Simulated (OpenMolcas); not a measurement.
## A ladder of methods for PH (SMILES [PH])

PH: 2 atoms, total charge 0, spin state triplet. SMILES: `[PH]`. The shape is that of a PBE0-D4/def2-TZVP optimisation.

```xyz
2

P     0.0000    0.0000   -0.0146
H     0.0000    0.0000    1.4137
```

Quantity: the vertical energy of the singlet above the triplet, in eV. The values are calculated.

```json
{"level": "UHF/6-31G* (spherical functions)", "kind": "Hartree–Fock", "program": "OpenMolcas", "value (eV)": "2.05", "less FCI/6-31G*": "+0.82", "CPU time (all runs)": "3 s"}
{"level": "USVWN5/6-31G* (spherical functions)", "kind": "LDA", "program": "OpenMolcas", "value (eV)": "1.44", "less FCI/6-31G*": "+0.21", "CPU time (all runs)": "5.4 s"}
{"level": "U-r2SCAN/6-31G* (spherical functions)", "kind": "meta-GGA", "program": "OpenMolcas", "value (eV)": "1.80", "less FCI/6-31G*": "+0.57", "CPU time (all runs)": "11 s"}
{"level": "UM06-2X/6-31G* (spherical functions)", "kind": "hybrid meta-GGA", "program": "OpenMolcas", "value (eV)": "1.39", "less FCI/6-31G*": "+0.16", "CPU time (all runs)": "11 s"}
{"level": "CASSCF(2,2)/6-31G* (spherical functions)", "kind": "multireference", "program": "OpenMolcas", "value (eV)": "1.27", "less FCI/6-31G*": "+0.04", "CPU time (all runs)": "3 s"}
{"level": "ROCCSD(T)/6-31G* (spherical functions)", "kind": "coupled cluster or CI", "program": "OpenMolcas", "value (eV)": "1.37", "less FCI/6-31G*": "+0.14", "CPU time (all runs)": "4.2 s"}
{"level": "FCI/pcseg-0", "kind": "exact in the basis", "program": "OpenMolcas", "value (eV)": "1.36", "less FCI/6-31G*": "+0.13", "CPU time (all runs)": "4.1 s"}
{"level": "FCI/6-31G* (spherical functions)", "kind": "exact in the basis", "program": "OpenMolcas", "value (eV)": "1.23", "less FCI/6-31G*": "0.00", "CPU time (all runs)": "9.7 s"}
```

FCI/6-31G* (spherical functions) is exact within its basis and frozen core, so for wave-function methods in that basis the difference is their error; functionals converge differently with the basis, so for them it is only a difference. The values span 1.23 to 2.05 eV. Times are those of the runs behind each value, whatever else they computed, on shared processors of several kinds: orders of magnitude only.

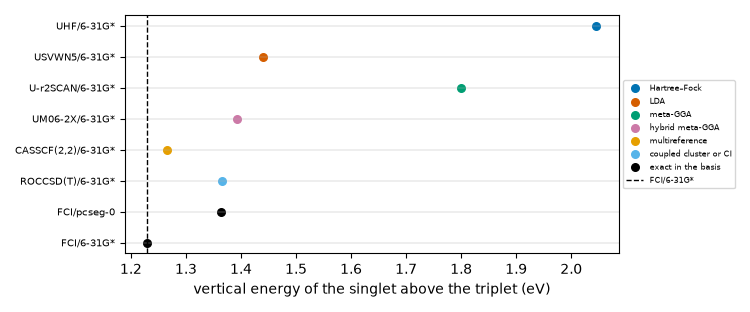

The values of the table, level by level.
